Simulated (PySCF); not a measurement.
## What a change does: NMR shielding calculation on P$_{2}$F$_{4}$

System: P$_{2}$F$_{4}$, SMILES FP(F)P(F)F.
Method of run 1: GIAO WP04/pcSseg-2 NMR shielding, non-relativistic, gas phase (PySCF 2.14.0).

The geometry comes from this level: PBE0-D3(BJ)/def2-SVP. Text and figures count atoms from 1; the logs count them from 0 in places.

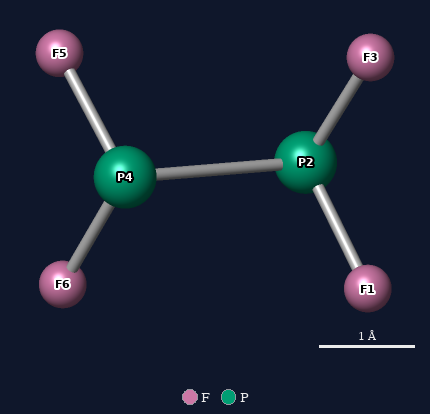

Fig. 1: The structure as given in the input (ball-and-stick view, seen on its broad side; atoms are numbered from 1 in the order of the input). Bond lengths as drawn: F–P 1.61 to 1.62 Å and P–P 2.28 Å.

### The input, run 1
```
{"job": {"kind": "nmr", "xc": "WP04", "basis": "pcSseg-2", "pop": false}, "charge": 0, "multiplicity": 1}
F     -1.239225    -0.977745    -1.285124
P     -0.483181    -1.024541     0.142288
F     -1.677756    -0.462194     1.072806
P      0.486895     1.013878    -0.140919
F      1.280798     0.976126     1.264498
F      1.655819     0.444402    -1.099161
```

The first line tells a small driver script what to run in PySCF; the rest is the geometry in Å.

Command:
```bash
OMP_NUM_THREADS=1 python <driver script> task.json out
```

Hardware: 1 CPU thread, shared host.

### Output (run 1)
```
coarse grid: 7592 points
cycle   1  E = -1095.6289672443  dE =  8.204e-01  |g| = 1.593e+00  |ddm| = 2.035e+00
cycle   2  E = -1094.3973976989  dE =  1.232e+00  |g| = 3.196e+00  |ddm| = 1.838e+00
cycle   3  E = -1095.9864565143  dE = -1.589e+00  |g| = 1.453e-01  |ddm| = 1.406e+00
cycle   4  E = -1095.9903891266  dE = -3.933e-03  |g| = 5.270e-02  |ddm| = 2.018e-01
cycle   5  E = -1095.9909226226  dE = -5.335e-04  |g| = 1.096e-02  |ddm| = 5.543e-02
cycle   6  E = -1095.9909404158  dE = -1.779e-05  |g| = 4.496e-03  |ddm| = 8.110e-03
cycle   7  E = -1095.9909428991  dE = -2.483e-06  |g| = 2.036e-03  |ddm| = 2.545e-03
final grid: 70272 points
cycle   8  E = -1095.9784612698  dE = -4.821e-05  |g| = 4.757e-03  |ddm| = 1.362e-02
cycle   9  E = -1095.9784526761  dE =  8.594e-06  |g| = 8.855e-03  |ddm| = 5.397e-03
cycle  10  E = -1095.9784645101  dE = -1.183e-05  |g| = 3.540e-04  |ddm| = 3.667e-03
cycle  11  E = -1095.9784645150  dE = -4.826e-09  |g| = 2.794e-04  |ddm| = 2.284e-04
cycle  12  E = -1095.9784645263  dE = -1.135e-08  |g| = 4.474e-05  |ddm| = 1.340e-04
cycle  13  E = -1095.9784645266  dE = -3.051e-10  |g| = 4.898e-06  |ddm| = 2.202e-05
converged SCF energy = -1095.9784645266

GIAO shielding tensors (ppm)
atom      isotropic    diamagn.    paramagn.     s11        s22        s33       span
  0 F      299.528     471.465    -171.937    106.916    307.147    484.522    377.606
  1 P       23.898     961.501    -937.603    -83.667    -76.172    231.535    315.201
  2 F      299.025     471.378    -172.353    106.961    307.648    482.466    375.504
  3 P       24.448     961.507    -937.059    -83.601    -75.892    232.836    316.437
  4 F      298.960     471.353    -172.393    107.369    308.422    481.090    373.721
  5 F      299.588     471.449    -171.861    107.531    307.543    483.692    376.161
```

For run 2 the input was changed thus:
```diff
-"xc": "WP04"
+"xc": "CAM-B3LYP"
```

What does this change do to the results?

The total energies belong to different methods, so their difference says nothing on which is more stable or more accurate. The LUMO goes from −3.89 to −0.85 eV. Of all shieldings, the largest change is that of P2, by +6.3 ppm. The functional changes from WP04 to CAM-B3LYP. Exact exchange removes part of the self-interaction error of semilocal functionals, which pushes filled and empty levels apart. The SCF takes 12 iterations against 13.

### Output (run 2)
```
coarse grid: 7592 points
cycle   1  E = -1082.1849150612  dE =  6.403e-01  |g| = 1.039e+00  |ddm| = 2.063e+00
cycle   2  E = -1082.0375965076  dE =  1.473e-01  |g| = 1.493e+00  |ddm| = 1.113e+00
cycle   3  E = -1082.3559508123  dE = -3.184e-01  |g| = 6.234e-02  |ddm| = 5.958e-01
cycle   4  E = -1082.3565517904  dE = -6.010e-04  |g| = 1.481e-02  |ddm| = 5.793e-02
cycle   5  E = -1082.3566036896  dE = -5.190e-05  |g| = 2.238e-03  |ddm| = 1.698e-02
cycle   6  E = -1082.3566058567  dE = -2.167e-06  |g| = 8.978e-04  |ddm| = 4.057e-03
final grid: 70272 points
cycle   7  E = -1082.3456527350  dE = -2.062e-05  |g| = 2.800e-03  |ddm| = 8.692e-03
cycle   8  E = -1082.3456521486  dE =  5.864e-07  |g| = 3.417e-03  |ddm| = 2.161e-03
cycle   9  E = -1082.3456536748  dE = -1.526e-06  |g| = 2.736e-04  |ddm| = 1.267e-03
cycle  10  E = -1082.3456536852  dE = -1.040e-08  |g| = 7.836e-05  |ddm| = 1.686e-04
cycle  11  E = -1082.3456536860  dE = -7.949e-10  |g| = 4.721e-05  |ddm| = 6.154e-05
cycle  12  E = -1082.3456536863  dE = -3.647e-10  |g| = 5.705e-06  |ddm| = 2.522e-05
converged SCF energy = -1082.3456536863

GIAO shielding tensors (ppm)
atom      isotropic    diamagn.    paramagn.     s11        s22        s33       span
  0 F      296.499     468.768    -172.269     91.868    291.417    506.213    414.345
  1 P       30.213     958.171    -927.958    -89.402    -68.829    248.870    338.272
  2 F      295.888     468.667    -172.778     91.866    291.976    503.823    411.958
  3 P       30.586     958.173    -927.587    -89.466    -68.914    250.137    339.603
  4 F      295.824     468.639    -172.815     92.193    292.876    502.403    410.210
  5 F      296.535     468.754    -172.220     92.451    291.880    505.272    412.821
```

### The two runs side by side

```csv
quantity,run 1,run 2
outcome,converged,converged
total energy (hartree),−1095.978465,−1082.345654
HOMO (eV),−8.82,−8.80
LUMO (eV),−3.89,−0.85
dipole moment (D),0.05,0.05
shielding of F1 (ppm),299.5,296.5
shielding of P2 (ppm),23.9,30.2
shielding of F3 (ppm),299.0,295.9
shielding of P4 (ppm),24.4,30.6
shielding of F5 (ppm),299.0,295.8
shielding of F6 (ppm),299.6,296.5
SCF iterations,13,12
basis functions,230,230
wall time (shared host),14 s,20 s
```
